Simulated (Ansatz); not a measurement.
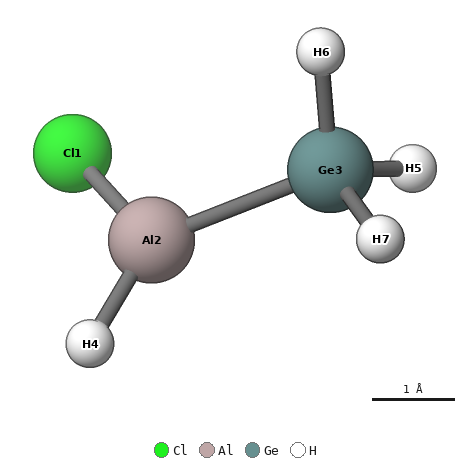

Fig. 1: The structure as given in the input (ball-and-stick view, seen at a tilt; atoms are numbered from 1 in the order of the input). Sticks mark near contacts. Bond lengths as drawn: Al–Cl 2.10 Å, Al–Ge 2.47 Å, Al–H 1.58 Å and Ge–H 1.54 Å.

# Two runs on AlGeH$_{4}$Cl

System: AlGeH$_{4}$Cl.
Method of the first run: RKS SPW92/def2-TZVPP (Ansatz 0.2.0).

The geometry comes from this level: PBE0-D4/def2-TZVP. Text and figures count atoms from 1; the logs count them from 0 in places.

## The input, the first run
```yaml
crystal:
  periodic: [false, false, false]
  atoms:
    - {symbol: Cl, position_ang: [-2.499314, -1.527226, -0.126908]}
    - {symbol: Al, position_ang: [-0.425409, -1.314705, 0.144480]}
    - {symbol: Ge, position_ang: [0.501079, 0.959792, -0.093313]}
    - {symbol: H, position_ang: [0.379545, -2.632013, 0.480033]}
    - {symbol: H, position_ang: [0.225684, 1.522474, -1.499939]}
    - {symbol: H, position_ang: [-0.143983, 1.926428, 0.916843]}
    - {symbol: H, position_ang: [2.023700, 0.997251, 0.133104]}
basis:
  gaussian: {orbitals: def2-TZVPP}
hamiltonian: {xc: lda}
output: {orbitals: {seedname: orbitals}}
```

Hardware: 2 CPU threads, shared host.

## Output (the first run)
```
Functional definition: SPW92
  exchange = slater_x
  correlation = pw_c
1157 factors; their error is unknown
mean field evaluation 1: about -75547.2391 eV, gradient 3.2e1 eV
mean field evaluation 2: about -75547.6182 eV, gradient 3.4e1 eV
mean field evaluation 4: about -75549.1309 eV, gradient 2.0e0 eV
mean field evaluation 8: about -75549.1425 eV, gradient 1.1e-1 eV
mean field evaluation 16: about -75549.1204 eV, gradient 6.3e-5 eV
mean field -75549.12038676 eV, -2776.3789651804 hartree, gradient 6.3e-5 eV, S^2 0.000000; 0 other end points of the search recorded, 0 dependent functions left out
reference -75549.12042860 eV, -2776.3789667181 hartree; 33, 33 occupied and 155, 155 virtual orbitals, 1157 factors
Total energy: -75549.12042860 eV, -2776.3789667181 hartree
```

The input of the second run differs as follows (lines with − go, lines with + come):
```diff
-hamiltonian: {xc: lda}
+hamiltonian: {xc: {name: wB97X-V}}
```

How does the second run compare with the first run?

The total energies belong to different methods, so their difference says nothing on which is more stable or more accurate. The HOMO goes from −6.77 to −10.02 eV. The LUMO goes from −2.91 to −0.06 eV.

## Output (the second run)
```
Functional definition: wB97X-V
  parameter omega = 0.3/bohr
  parameter cx = 0.167
  parameter cx1 = 0.603
  parameter cx2 = 1.194
  parameter css0 = 0.556
  parameter css1 = -0.257
  parameter cos0 = 1.219
  parameter cos1 = -1.850
  parameter b = 6.0
  parameter c = 0.01
  exchange = spin_sum(e_x_unif_sr(omega)*poly(b97_u_x, 1 - cx, cx1, cx2)) + cx*exact_x_sr(omega) + exact_x_lr(omega)
  correlation = spin_sum(e_c_pw_same_spin*poly(b97_u_same, css0, css1))
      + integral(e_c_pw_opposite_spin*poly(b97_u_opposite, cos0, cos1)) + vv10(b, c)
1223 factors; their error is unknown
248 factors; integrals over basis functions are off by at most 3.6e-5 eV
mean field evaluation 1: about -75696.0848 eV, gradient 2.1e1 eV
mean field evaluation 2: about -75696.6805 eV, gradient 1.7e1 eV
mean field evaluation 4: about -75696.9967 eV, gradient 1.2e0 eV
mean field evaluation 8: about -75697.2064 eV, gradient 1.2e-1 eV
mean field -75697.20638331 eV, -2781.8210251774 hartree, gradient 6.7e-5 eV, S^2 0.000000; 0 other end points of the search recorded, 0 dependent functions left out
reference -75697.20638118 eV, -2781.8210250992 hartree; 33, 33 occupied and 155, 155 virtual orbitals, 1223 factors
Total energy: -75697.20638118 eV, -2781.8210250992 hartree
```

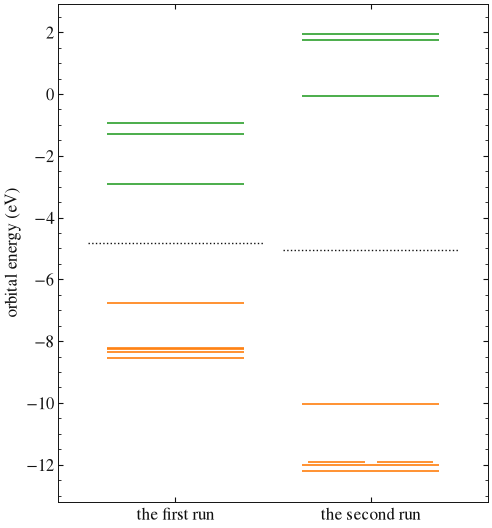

Fig. 2: The five highest filled and three lowest empty orbital energies of the two runs; the dotted lines part filled from empty levels. The HOMO–LUMO gap is 3.86 eV in the first run and 9.96 eV in the second run.

## The two runs side by side

| quantity | the first run | the second run |
| --- | --- | --- |
| outcome | converged | converged |
| total energy (hartree) | −2776.378967 | −2781.821025 |
| HOMO (eV) | −6.77 | −10.02 |
| LUMO (eV) | −2.91 | −0.06 |
| basis functions | 188 | 188 |
| wall time (shared host) | 0.8 s | 4.6 s |
